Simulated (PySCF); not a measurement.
Molecule: SMILES O=Cc1cc[c]([GeH3])cc1. Atoms near the plane z = 0.0 Å, at the GFN2-xTB optimised geometry (x, y, z in Å): O1 (3.1, -2.6, 0.0), C2 (1.9, -2.6, 0.0), C3 (1.0, -1.4, 0.0), C4 (1.6, -0.1, 0.0), C5 (0.8, 1.0, 0.0), C6 (-0.6, 0.9, 0.0), Ge7 (-1.7, 2.5, 0.0), C8 (-1.1, -0.4, 0.0), C9 (-0.4, -1.5, 0.0), H10 (1.3, -3.5, 0.0), H11 (2.7, 0.0, 0.0), H12 (1.3, 2.0, 0.0), H13 (-3.1, 2.2, 0.3), H15 (-1.2, 3.5, 1.0), H16 (-2.2, -0.4, 0.0), H17 (-0.8, -2.5, 0.0).

Calculation: PySCF 2.14.0 with PBE0/def2-SVP. Cells within 0.4 Å of a nucleus heavier than hydrogen are left out (blank, or x). The values are rescaled to run from 0 to 1.

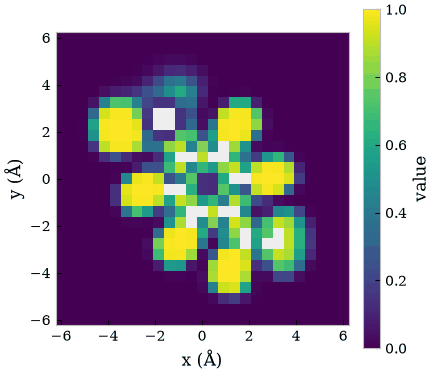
*a field on the plane z = 0.0 Å.*

Problem. Which quantity is mapped?
(A) log10 of the electron density
(B) electrostatic potential
(C) electron localisation function
(D) deformation density (molecule minus spherical neutral atoms)

Solution. C, electron localisation function
